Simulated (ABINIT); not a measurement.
**KBr (Fm-3m): making up for missing bands**

Can a closure trick stand in for empty bands in GW on KBr (Fm-3m)?

Calculated with ABINIT 10.8.3; PBE and many-body steps on it, plane waves.

### 1. Set-up

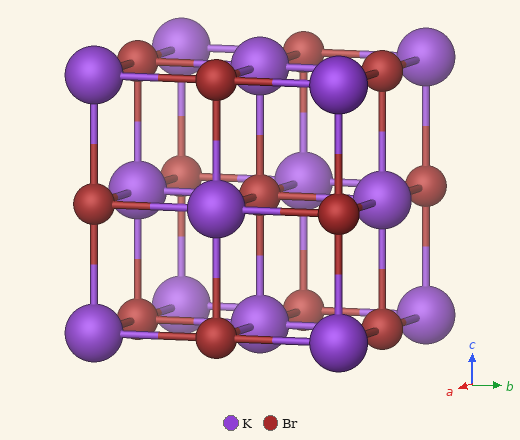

The starting structure, seen slightly off an axis (potassium purple, bromine red). This picture shows the conventional cell, with its axes. Some periodic images of atoms are drawn too.

The cell and positions come from the Crystallography Open Database and are kept as given unless a step says otherwise.

### 2. Empty states on the mesh, 4×4×4 mesh, 450 bands

This step: ABINIT 10.8.3; DFT, PBE, plane waves, norm-conserving pseudopotentials.

The sums over transitions need many empty states on a uniform mesh; this step solves for them.

run.abi reads:

```
acell 3*1.0 Angstrom
rprim 
  0.000000000000 3.300000000000 3.300000000000
  3.300000000000 0.000000000000 3.300000000000
  3.300000000000 3.300000000000 0.000000000000
ntypat 2
znucl 19 35
natom 2
typat 1 2
xred 
  0.000000000000 0.000000000000 0.000000000000
  0.500000000000 0.500000000000 0.500000000000
pp_dirpath "pseudos"
pseudos "K.upf, Br.upf"
ecut 33
ngkpt 4 4 4
nshiftk 1
shiftk 0 0 0
kptopt 1
chksymbreak 0
irdden 1
istwfk *1
nband 450
prtvol 0
optdriver 6
gwr_task "HDIAGO"
paral_kgb 0
occopt 1
indata_prefix "in"
outdata_prefix "out"
tmpdata_prefix "tmp"
```

Command:

```sh
> OMP_NUM_THREADS=1 mpirun -n 4 abinit run.abi > log
```

Log:

```text
.Version 10.8.3 of ABINIT. v10.8.2 released Aug 2026.

 Symmetries : space group Fm -3 m (#225); Bravais cF (face-center cubic)
[... echo of the input left out ...]
== DATASET  1 ==================================================================
-   mpi_nproc: 4, omp_nthreads: 1 (-1 if OMP is not activated)

--- !DatasetInfo
iteration_state: {dtset: 1, }
dimensions: {natom: 2, nkpt: 8, mband: 450, nsppol: 1, nspinor: 1, nspden: 1, mpw: 4477, }
cutoff_energies: {ecut:  33.0, pawecutdg:  -1.0, }
[...]
Direct band gap semiconductor
 Fundamental gap:     4.436 (eV)
   VBM:    -0.010 (eV) at k: [ 0.0000E+00,  0.0000E+00,  0.0000E+00]
   CBM:     4.426 (eV) at k: [ 0.0000E+00,  0.0000E+00,  0.0000E+00]
 Direct gap:         4.436 (eV) at k: [ 0.0000E+00,  0.0000E+00,  0.0000E+00]

== END DATASET(S) ==============================================================
================================================================================

 -outvars: echo values of variables after computation  --------
           etotal      0.0000000000E+00
            nband         450
             nkpt           8
          spgroup         225
 [... the other variables as echoed above ...]

 Calculation completed.
```

The job ended after 2.2 min (4 MPI ranks of Arm Neoverse V1, shared host; peak memory 4.5 GiB; 8.7 min of CPU time).

This step gave:

| Item | Value |
| --- | --- |
| gap | 4.436 eV |
| k of the valence top | 0, 0, 0 |
| k of the conduction bottom | 0, 0, 0 |
| least direct gap | 4.436 eV |
| k points computed | 8 |
| lowest point of the top converged band, above the valence top | 184.3566 eV |

On this mesh the gap is 4.436 eV.

The density comes from a self-consistent run that is not shown.

### 3. Screening, 4×4×4 mesh, 442 bands, screening to 266.7 eV

The RPA dielectric matrix is built and inverted for each q.

This step: RPA screening on PBE, plane waves, norm-conserving pseudopotentials.

Changes to run.abi since step 2:

```diff
@@ -20,10 +20,11 @@
 chksymbreak 0
-irdden 1
 istwfk *1
-nband 450
-prtvol 0
-optdriver 6
-gwr_task "HDIAGO"
-paral_kgb 0
 occopt 1
+irdwfk 1
+optdriver 3
+nband 442
+ecuteps 9.8
+inclvkb 2
+awtr 1
+symchi 1
 indata_prefix "in"
```

Log:

```text
.Version 10.8.3 of ABINIT. v10.8.2 released Aug 2026.

 Symmetries : space group Fm -3 m (#225); Bravais cF (face-center cubic)
[... echo of the input left out ...]
== DATASET  1 ==================================================================
-   mpi_nproc: 4, omp_nthreads: 1 (-1 if OMP is not activated)

--- !DatasetInfo
iteration_state: {dtset: 1, }
dimensions: {natom: 2, nkpt: 8, mband: 442, nsppol: 1, nspinor: 1, nspden: 1, mpw: 4477, }
cutoff_energies: {ecut:  33.0, pawecutdg:  -1.0, }
electrons: {nelect:   1.60000000E+01, charge:   0.00000000E+00, occopt:   1.00000000E+00, tsmear:   1.00000000E-02, }

 SCREENING: Calculation of the susceptibility and dielectric matrices

 Based on a program developped by R.W. Godby, V. Olevano, G. Onida, and L. Reining.
 Incorporated in ABINIT by V. Olevano, G.-M. Rignanese, and M. Torrent.
.Using double precision arithmetic ; gwpc =  8

[... cell and pseudopotentials left out ...]
--------------------------------------------------------------------------------

 ==== K-mesh for the wavefunctions ====
 Number of points in the irreducible wedge :     8
[... list of points left out ...]
 Together with 48 symmetry operations and time-reversal symmetry
 yields    64 points in the full Brillouin Zone.

 ==== Q-mesh for the screening function ====
 Number of points in the irreducible wedge :     8
[... list of points left out ...]
 Together with 48 symmetry operations and time-reversal symmetry
 yields    64 points in the full Brillouin Zone.

 setmesh: FFT mesh size selected  =    36x   36x   36
          total number of points  =        46656

 vcoul_init : cutoff-mode = AUXILIARY_FUNCTION
 q-points for optical limit:   1
     1)      0.000010    0.000020    0.000030

- screening: taking advantage of time-reversal symmetry
- Maximum band index for partially occupied states nbvw = 8
- Remaining bands to be divided among processors   nbcw = 434
- Number of bands treated by each node ~108

 Number of electrons calculated from density =   16.0000; Expected =   16.0000
 average of density, n =  0.032988
 r_s =    1.9343
 omega_plasma =   17.5199 [eV]

 calculating chi0 at frequencies [eV] :
  1    0.000000E+00    0.000000E+00
  2    0.000000E+00    1.751989E+01

--------------------------------------------------------------------------------
  q-point number  1        q = ( 0.000000, 0.000000, 0.000000) [r.l.u.]
--------------------------------------------------------------------------------
[... chi0 elements left out ...]
 For q-point:  0.000010 0.000020 0.000030
  dielectric constant =   2.3738
  dielectric constant without local fields =   2.8543

  Average fulfillment of the sum rule on Im[epsilon] for q-point    1 :     91.26  [%]
[... wings left out ...]
  q-point number  2        q = ( 0.250000, 0.000000, 0.000000) [r.l.u.]
--------------------------------------------------------------------------------
[... chi0 elements left out ...]
  Average fulfillment of the sum rule on Im[epsilon] for q-point    2 :     93.19  [%]

 [... 6 further q-points ...]
```

Wall time 6.1 min (4 MPI ranks); peak memory 3.5 GiB; 24 min of CPU time.

This step gave:

```yaml
eps_infinity_with_local_fields_on_this_mesh_along_the_program_s_q_direction: 2.374
the_same_without_local_fields: 2.854
plasma_frequency: 17.52 eV
plane_waves_in_the_screening_matrix: 725
```

Local fields lower ε∞ by 17 %.

### 4. 442 bands

The self-energy is evaluated for the states that the input lists, and the levels follow from it, in one-shot runs by the linearised quasiparticle equation.

This step: G0W0 on PBE, plane waves, norm-conserving pseudopotentials.

Changes to run.abi since step 3:

```diff
@@ -23,8 +23,15 @@
 irdwfk 1
-optdriver 3
+optdriver 4
 nband 442
+gwcalctyp 0
+ecutsigx 33
+symsigma 1
+nkptgw 1
+kptgw 
+  0.0000000000 0.0000000000 0.0000000000
+bdgw 
+  6 12
 ecuteps 9.8
-inclvkb 2
-awtr 1
-symchi 1
+irdscr 1
+ppmodel 1
 indata_prefix "in"
```

Log:

```text
.Version 10.8.3 of ABINIT. v10.8.2 released Aug 2026.

 Symmetries : space group Fm -3 m (#225); Bravais cF (face-center cubic)
[... echo of the input left out ...]
== DATASET  1 ==================================================================
-   mpi_nproc: 4, omp_nthreads: 1 (-1 if OMP is not activated)

--- !DatasetInfo
iteration_state: {dtset: 1, }
dimensions: {natom: 2, nkpt: 8, mband: 442, nsppol: 1, nspinor: 1, nspden: 1, mpw: 4477, }
cutoff_energies: {ecut:  33.0, pawecutdg:  -1.0, }
electrons: {nelect:   1.60000000E+01, charge:   0.00000000E+00, occopt:   1.00000000E+00, tsmear:   1.00000000E-02, }

 SIGMA: Calculation of the GW corrections

 Based on a program developped by R.W. Godby, V. Olevano, G. Onida, and L. Reining.
 Incorporated in ABINIT by V. Olevano, G.-M. Rignanese, and M. Torrent.
.Using double precision arithmetic ; gwpc =  8

[... cell and pseudopotentials left out ...]
--------------------------------------------------------------------------------

 ==== K-mesh for the wavefunctions ====
 Number of points in the irreducible wedge :     8
[... list of points left out ...]
 Together with 48 symmetry operations and time-reversal symmetry
 yields    64 points in the full Brillouin Zone.

 ==== Q-mesh for screening function ====
 Number of points in the irreducible wedge :     8
[... list of points left out ...]
 Together with 48 symmetry operations and time-reversal symmetry
 yields    64 points in the full Brillouin Zone.

 vcoul_init : cutoff-mode = AUXILIARY_FUNCTION
 q-points for optical limit:   1
     1)      0.000010    0.000020    0.000030
 setmesh: FFT mesh size selected  =    45x   45x   45
          total number of points  =        91125

 Number of electrons calculated from density =   16.0000; Expected =   16.0000
 average of density, n =  0.032988
 r_s =    1.9343
 omega_plasma =   17.5199 [eV]

 === KS Band Gaps ===
  >>>> For spin  1
   Minimum direct gap =   4.4359 [eV], located at k-point      :   0.0000  0.0000  0.0000
   Fundamental gap    =   4.4359 [eV], Top of valence bands at :   0.0000  0.0000  0.0000
                                       Bottom of conduction at :   0.0000  0.0000  0.0000
 SIGMA fundamental parameters:
 PLASMON POLE MODEL  1
 number of plane-waves for SigmaX                 4477
 number of plane-waves for SigmaC and W            725
 number of plane-waves for wavefunctions          4477
 number of bands                                   442
 number of independent spin polarizations            1
 number of spinorial components                      1
 number of k-points in IBZ                           8
 number of q-points in IBZ                           8
 number of symmetry operations                      48
 number of k-points in BZ                           64
 number of q-points in BZ                           64
 number of frequencies for dSigma/dE                 9
 frequency step for dSigma/dE [eV]                0.25
 number of omega for Sigma on real axis              0
 max omega for Sigma on real axis  [eV]           0.00
 zcut for avoiding poles [eV]                     0.10

 EPSILON^-1 parameters (SCR file):
 dimension of the eps^-1 matrix on file            725
 dimension of the eps^-1 matrix used               725
 number of plane-waves for wavefunctions          4477
 number of bands                                   442
 number of q-points in IBZ                           8
 number of frequencies                               2
 number of real frequencies                          1
 number of imag frequencies                          1

 matrix elements of self-energy operator (all in [eV])

 Perturbative Calculation

--- !SelfEnergy_ee
iteration_state: {dtset: 1, }
kpoint     : [   0.000,    0.000,    0.000, ]
spin       : 1
KS_gap     :    4.436
QP_gap     :    7.006
Delta_QP_KS:    2.570
data: !SigmaeeData |
     Band     E0 <VxcDFT>   SigX SigC(E0)      Z dSigC/dE  Sig(E)    E-E0       E
        6  -0.010 -12.760 -16.565   1.343   0.813  -0.230 -14.762  -2.002  -2.011
        7  -0.010 -12.760 -16.565   1.343   0.813  -0.230 -14.762  -2.002  -2.011
        8  -0.010 -12.760 -16.565   1.343   0.813  -0.230 -14.762  -2.002  -2.011
        9   4.426  -6.661  -3.089  -2.914   0.864  -0.157  -6.093   0.568   4.994
       10   7.598  -8.409  -3.762  -3.140   0.858  -0.165  -7.116   1.293   8.892
       11   7.598  -8.409  -3.762  -3.140   0.858  -0.165  -7.116   1.293   8.892
       12   7.598  -8.409  -3.762  -3.140   0.858  -0.165  -7.116   1.293   8.892

== END DATASET(S) ==============================================================
================================================================================

 -outvars: echo values of variables after computation  --------
           etotal      0.0000000000E+00
            nband         442
             nkpt           8
          spgroup         225
 [... the other variables as echoed above ...]

 Calculation completed.
```

The job ended after 2.6 min (4 MPI ranks; peak memory 4.2 GiB).

Numbers from this step:

```yaml
g0w0_gap_on_the_points_computed: 7.005 eV
starting_gap_on_the_mesh: 4.436 eV
k_of_the_valence_top: 0, 0, 0
k_of_the_conduction_bottom: 0, 0, 0
z_at_the_valence_top: 0.813
z_at_the_conduction_bottom: 0.864
least_direct_g0w0_gap_on_the_computed_points: 7.005 eV
```

The gap on the mesh goes from 4.44 eV to 7.00 eV, a correction of +2.57 eV.

### 5. Screening, 4×4×4 mesh, 46 bands, screening to 266.7 eV

This step: RPA screening on PBE, plane waves, norm-conserving pseudopotentials.

Changes to run.abi since step 4:

```diff
@@ -23,15 +23,8 @@
 irdwfk 1
-optdriver 4
-nband 442
-gwcalctyp 0
-ecutsigx 33
-symsigma 1
-nkptgw 1
-kptgw 
-  0.0000000000 0.0000000000 0.0000000000
-bdgw 
-  6 12
+optdriver 3
+nband 46
 ecuteps 9.8
-irdscr 1
-ppmodel 1
+inclvkb 2
+awtr 1
+symchi 1
 indata_prefix "in"
```

Log:

```text
.Version 10.8.3 of ABINIT. v10.8.2 released Aug 2026.

 Symmetries : space group Fm -3 m (#225); Bravais cF (face-center cubic)
[... echo of the input left out ...]
== DATASET  1 ==================================================================
-   mpi_nproc: 4, omp_nthreads: 1 (-1 if OMP is not activated)

--- !DatasetInfo
iteration_state: {dtset: 1, }
dimensions: {natom: 2, nkpt: 8, mband: 46, nsppol: 1, nspinor: 1, nspden: 1, mpw: 4477, }
cutoff_energies: {ecut:  33.0, pawecutdg:  -1.0, }
electrons: {nelect:   1.60000000E+01, charge:   0.00000000E+00, occopt:   1.00000000E+00, tsmear:   1.00000000E-02, }

 SCREENING: Calculation of the susceptibility and dielectric matrices

 Based on a program developped by R.W. Godby, V. Olevano, G. Onida, and L. Reining.
 Incorporated in ABINIT by V. Olevano, G.-M. Rignanese, and M. Torrent.
.Using double precision arithmetic ; gwpc =  8

[... cell and pseudopotentials left out ...]
--------------------------------------------------------------------------------

 ==== K-mesh for the wavefunctions ====
 Number of points in the irreducible wedge :     8
[... list of points left out ...]
 Together with 48 symmetry operations and time-reversal symmetry
 yields    64 points in the full Brillouin Zone.

 ==== Q-mesh for the screening function ====
 Number of points in the irreducible wedge :     8
[... list of points left out ...]
 Together with 48 symmetry operations and time-reversal symmetry
 yields    64 points in the full Brillouin Zone.

 setmesh: FFT mesh size selected  =    36x   36x   36
          total number of points  =        46656

 vcoul_init : cutoff-mode = AUXILIARY_FUNCTION
 q-points for optical limit:   1
     1)      0.000010    0.000020    0.000030

- screening: taking advantage of time-reversal symmetry
- Maximum band index for partially occupied states nbvw = 8
- Remaining bands to be divided among processors   nbcw = 38
- Number of bands treated by each node ~9

 Number of electrons calculated from density =   16.0000; Expected =   16.0000
 average of density, n =  0.032988
 r_s =    1.9343
 omega_plasma =   17.5199 [eV]

 calculating chi0 at frequencies [eV] :
  1    0.000000E+00    0.000000E+00
  2    0.000000E+00    1.751989E+01

--------------------------------------------------------------------------------
  q-point number  1        q = ( 0.000000, 0.000000, 0.000000) [r.l.u.]
--------------------------------------------------------------------------------
[... chi0 elements left out ...]
 For q-point:  0.000010 0.000020 0.000030
  dielectric constant =   2.3675
  dielectric constant without local fields =   2.8496

  Average fulfillment of the sum rule on Im[epsilon] for q-point    1 :     55.39  [%]
[... wings left out ...]
  q-point number  2        q = ( 0.250000, 0.000000, 0.000000) [r.l.u.]
--------------------------------------------------------------------------------
[... chi0 elements left out ...]
  Average fulfillment of the sum rule on Im[epsilon] for q-point    2 :     74.15  [%]

 [... 6 further q-points ...]
```

Wall time 41 s (4 MPI ranks); peak memory 0.93 GiB; 2.7 min of CPU time.

This step gave:

* ε∞ with local fields, on this mesh, along the program's q direction: 2.368
* the same without local fields: 2.850
* plasma frequency: 17.52 eV
* plane waves in the screening matrix: 725

### 6. 46 bands

This step: G0W0 on PBE, plane waves, norm-conserving pseudopotentials.

Changes to run.abi since step 5:

```diff
@@ -23,8 +23,15 @@
 irdwfk 1
-optdriver 3
+optdriver 4
 nband 46
+gwcalctyp 0
+ecutsigx 33
+symsigma 1
+nkptgw 1
+kptgw 
+  0.0000000000 0.0000000000 0.0000000000
+bdgw 
+  6 12
 ecuteps 9.8
-inclvkb 2
-awtr 1
-symchi 1
+irdscr 1
+ppmodel 1
 indata_prefix "in"
```

Log:

```text
.Version 10.8.3 of ABINIT. v10.8.2 released Aug 2026.

 Symmetries : space group Fm -3 m (#225); Bravais cF (face-center cubic)
[... echo of the input left out ...]
== DATASET  1 ==================================================================
-   mpi_nproc: 4, omp_nthreads: 1 (-1 if OMP is not activated)

--- !DatasetInfo
iteration_state: {dtset: 1, }
dimensions: {natom: 2, nkpt: 8, mband: 46, nsppol: 1, nspinor: 1, nspden: 1, mpw: 4477, }
cutoff_energies: {ecut:  33.0, pawecutdg:  -1.0, }
electrons: {nelect:   1.60000000E+01, charge:   0.00000000E+00, occopt:   1.00000000E+00, tsmear:   1.00000000E-02, }

 SIGMA: Calculation of the GW corrections

 Based on a program developped by R.W. Godby, V. Olevano, G. Onida, and L. Reining.
 Incorporated in ABINIT by V. Olevano, G.-M. Rignanese, and M. Torrent.
.Using double precision arithmetic ; gwpc =  8

[... cell and pseudopotentials left out ...]
--------------------------------------------------------------------------------

 ==== K-mesh for the wavefunctions ====
 Number of points in the irreducible wedge :     8
[... list of points left out ...]
 Together with 48 symmetry operations and time-reversal symmetry
 yields    64 points in the full Brillouin Zone.

 ==== Q-mesh for screening function ====
 Number of points in the irreducible wedge :     8
[... list of points left out ...]
 Together with 48 symmetry operations and time-reversal symmetry
 yields    64 points in the full Brillouin Zone.

 vcoul_init : cutoff-mode = AUXILIARY_FUNCTION
 q-points for optical limit:   1
     1)      0.000010    0.000020    0.000030
 setmesh: FFT mesh size selected  =    45x   45x   45
          total number of points  =        91125

 Number of electrons calculated from density =   16.0000; Expected =   16.0000
[...]
number of q-points in BZ                           64
 number of frequencies for dSigma/dE                 9
 frequency step for dSigma/dE [eV]                0.25
 number of omega for Sigma on real axis              0
 max omega for Sigma on real axis  [eV]           0.00
 zcut for avoiding poles [eV]                     0.10

 EPSILON^-1 parameters (SCR file):
 dimension of the eps^-1 matrix on file            725
 dimension of the eps^-1 matrix used               725
 number of plane-waves for wavefunctions          4477
 number of bands                                    46
 number of q-points in IBZ                           8
 number of frequencies                               2
 number of real frequencies                          1
 number of imag frequencies                          1

 matrix elements of self-energy operator (all in [eV])

 Perturbative Calculation

--- !SelfEnergy_ee
iteration_state: {dtset: 1, }
kpoint     : [   0.000,    0.000,    0.000, ]
spin       : 1
KS_gap     :    4.436
QP_gap     :    6.660
Delta_QP_KS:    2.224
data: !SigmaeeData |
     Band     E0 <VxcDFT>   SigX SigC(E0)      Z dSigC/dE  Sig(E)    E-E0       E
        6  -0.010 -12.760 -16.565   2.130   0.819  -0.221 -14.132  -1.372  -1.381
        7  -0.010 -12.760 -16.565   2.130   0.819  -0.221 -14.132  -1.372  -1.381
        8  -0.010 -12.760 -16.565   2.130   0.819  -0.221 -14.132  -1.372  -1.381
        9   4.426  -6.661  -3.089  -2.589   0.868  -0.152  -5.808   0.853   5.279
       10   7.598  -8.409  -3.762  -2.587   0.864  -0.157  -6.629   1.780   9.379
       11   7.598  -8.409  -3.762  -2.587   0.864  -0.157  -6.629   1.780   9.379
       12   7.598  -8.409  -3.762  -2.587   0.864  -0.157  -6.629   1.780   9.379

== END DATASET(S) ==============================================================
================================================================================

 -outvars: echo values of variables after computation  --------
           etotal      0.0000000000E+00
            nband          46
             nkpt           8
          spgroup         225
 [... the other variables as echoed above ...]

 Calculation completed.
```

Run time: 20 s. Hardware: 4 MPI ranks; peak memory 1.8 GiB.

Numbers from this step:

* G0W0 gap on the points computed: 6.66 eV
* starting gap on the mesh: 4.436 eV
* k of the valence top: 0, 0, 0
* k of the conduction bottom: 0, 0, 0
* Z at the valence top: 0.819
* Z at the conduction bottom: 0.868
* least direct G0W0 gap on the computed points: 6.66 eV

Against G0W0 in ABINIT (4×4×4 mesh, 442 bands, screening to 266.7 eV, Godby-Needs plasmon pole), the gap moves by −0.345 eV.

[end of part 1 of 2]

[Paths, hosts, dates, memory and timing lines, banners, echoed tables and standing remarks are left out of the program output.]

[Logs are printed without paths, hosts, clocks, repeated set-up lines and the standing remarks that a program may print on its own settings, such as how far it seeks lower states.]

[Runs of the session that timed out or met a known fault of the program may be left out.]

[Hosts, paths, dates, database ids (printed as entryN), source tags and the programs' standing remarks are cut or masked in the printed files.]

[G0W0 gaps are taken among the corrected bands and points alone; a level outside them can change the order at an edge.]

[Where Ansatz stands beside ABINIT at settings called matched, ABINIT's density can come from a denser mesh and the files from another edition; pairs whose starting gaps differed by over 0.03 eV were left out, so agreement reads better than it is.]
